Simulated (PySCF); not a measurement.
**CH5OSi (SMILES [CH2][SiH2]O), run twice**

Aim: the polarisability of CH5OSi at UHF/6-31++G** (spherical functions).

The results are computed with PySCF 2.14.0.

3 further runs of the same task are left out: 2 for a known fault of the program, 1 that didn't finish.

**1. The structure to begin with**

The species is CH5OSi (8 atoms), meant as a doublet with charge 0. As SMILES, `[CH2][SiH2]O`. The shape is that of a PBE0-D4/def2-TZVP optimisation. This is one conformer, not always the lowest.

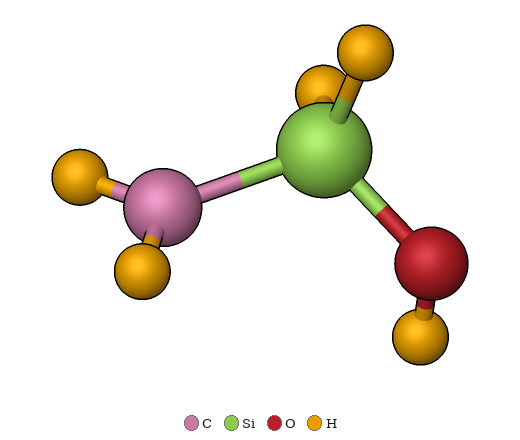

The structure, seen from a chosen angle (carbon pink, silicon green, oxygen red, hydrogen amber).

**2. First attempt**

Input file input.py:

```python
import numpy
from pyscf import gto, scf
from pyscf.prop.polarizability import uhf

mol = gto.M(
    atom=[
    ('C', (-0.861500, 0.517800, -0.791400)),
    ('Si', (0.654000, -0.005200, 0.111100)),
    ('O', (0.302800, -0.724400, 1.554400)),
    ('H', (-0.970800, 0.416800, -1.867000)),
    ('H', (-1.703100, 0.991500, -0.293300)),
    ('H', (1.495600, 1.161100, 0.480600)),
    ('H', (1.431000, -0.912300, -0.779800)),
    ('H', (-0.255800, -1.502300, 1.529400)),
],
    charge=4,
    basis='6-31++g**',
    verbose=3,
    max_memory=1860,
    spin=1,
)

mf = scf.UHF(mol)
mf.max_cycle = 50
mf.kernel()

energy = mf.e_tot
print('Final energy', energy)
pol = uhf.Polarizability(mf)
alpha = pol.polarizability()
print('isotropic polarizability %.4f bohr^3' % (numpy.trace(alpha) / 3))
alpha_w = pol.polarizability_with_freq(freq=0.0428)
beta = pol.hyper_polarizability()
```

Started as:

```sh
$ OMP_NUM_THREADS=1 python input.py
```

The log of the run:

```text
converged SCF energy = -401.493458554457  <S^2> = 0.76628047  2S+1 = 2.0162147
Final energy -401.49345855445665
isotropic polarizability 36.7797 bohr^3
```

Run time: 13 s. Hardware: 1 thread of Arm Neoverse V2, shared host; peak memory 0.17 GiB.

**3. Reading the log**

The program ended normally, but the settings are unsound, so its numbers aren't properties of the molecule.

Cause: the charge typed isn't that of the species meant. The sound input differs in these keys, not all of which need be the cause: solver DIIS+newton in place of DIIS; charge 0 in place of 4.

**4. The mended input**

Input file job.py:

```python
import numpy
from pyscf import gto, scf
from pyscf.prop.polarizability import uhf

molecule = gto.M(
    atom=[
    ('C', (-0.861500, 0.517800, -0.791400)),
    ('Si', (0.654000, -0.005200, 0.111100)),
    ('O', (0.302800, -0.724400, 1.554400)),
    ('H', (-0.970800, 0.416800, -1.867000)),
    ('H', (-1.703100, 0.991500, -0.293300)),
    ('H', (1.495600, 1.161100, 0.480600)),
    ('H', (1.431000, -0.912300, -0.779800)),
    ('H', (-0.255800, -1.502300, 1.529400)),
],
    verbose=4,
    spin=1,
    max_memory=1860,
    basis='6-31++g**',
    charge=0,
)

calc0 = scf.UHF(molecule)
calc0.max_cycle = 100
calc0.kernel()
if not calc0.converged:
    calc0 = calc0.newton().run(calc0.mo_coeff, calc0.mo_occ)

e_tot = calc0.e_tot
print('E = %.10f Eh' % e_tot)
pol = uhf.Polarizability(calc0)
alpha = pol.polarizability()
print('isotropic polarizability %.4f bohr^3' % (numpy.trace(alpha) / 3))
alpha_w = pol.polarizability_with_freq(freq=0.0428)
beta = pol.hyper_polarizability()
```

Started as:

```sh
$ OMP_NUM_THREADS=1 python job.py
```

The log of the run:

```text
PySCF version 2.14.0

[... 88 lines left out ...]
converged SCF energy = -404.570712380281  <S^2> = 0.75965595  2S+1 = 2.0096328
[... 3 lines left out ...]
isotropic polarizability 35.0458 bohr^3
```

Wall time 9.9 s (1 thread of Arm Neoverse V2, shared host); peak memory 0.17 GiB.

**5. Summary of results**

At UHF/6-31++G** (spherical functions):

```
                            quantity          value
                        total energy  -404.57071 Eh
                       dipole moment         2.02 D
  HOMO energy (highest over α and β)      -10.60 eV
   LUMO energy (lowest over α and β)        1.04 eV
                                ⟨S²⟩          0.760
          mean static polarisability     35.0 bohr³
mean polarisability at ω = 0.0428 Eh     35.3 bohr³
```
